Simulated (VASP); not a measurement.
Band structure of Mg3ZnO4 (space group Cmmm). These are modified Becke-Johnson potential (mBJ), VASP's PBE PAW potentials (set 64) (plane waves; VASP) values and carry that method's errors.

mBJ is a potential without an energy functional, so only the levels count.

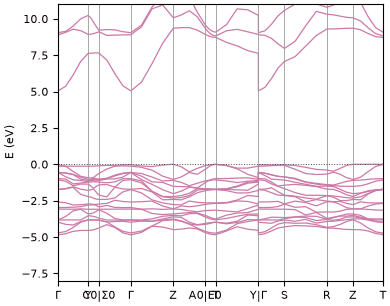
Figure. Bands along high-symmetry lines, zero at the valence-band maximum or, without a gap, the Fermi level

Problem. Read the plot: is there a gap, and where are the band edges?

Solution. The gap is indirect, 5.05 eV, from the valence maximum at Z to the conduction minimum at Γ.

The structure comes from a computed database's Mg3ZnO4 entry (Cmmm); how it stands against other phases isn't given here. It was relaxed first. The cell's shape comes from a PBE relaxation.
